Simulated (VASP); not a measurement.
Band structure of Mo (space group Im-3m). Computed with PBE GGA, VASP's PBE PAW potentials (set 64) (plane waves; VASP 6.6.1).

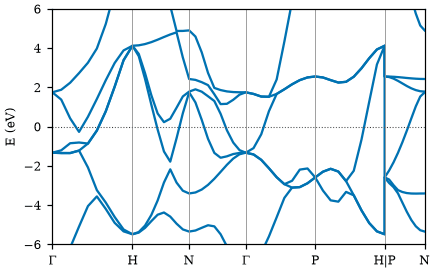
Figure: Bands along high-symmetry lines, zero at the valence-band maximum or, without a gap, the Fermi level

Problem. Read the plot: is there a gap, and where are the band edges?

Solution. It has no gap at this level: it comes out as a metal or semimetal.

The structure comes from a computed database's Mo entry; how it stands against other phases isn't given here. The cell was not relaxed at this level.
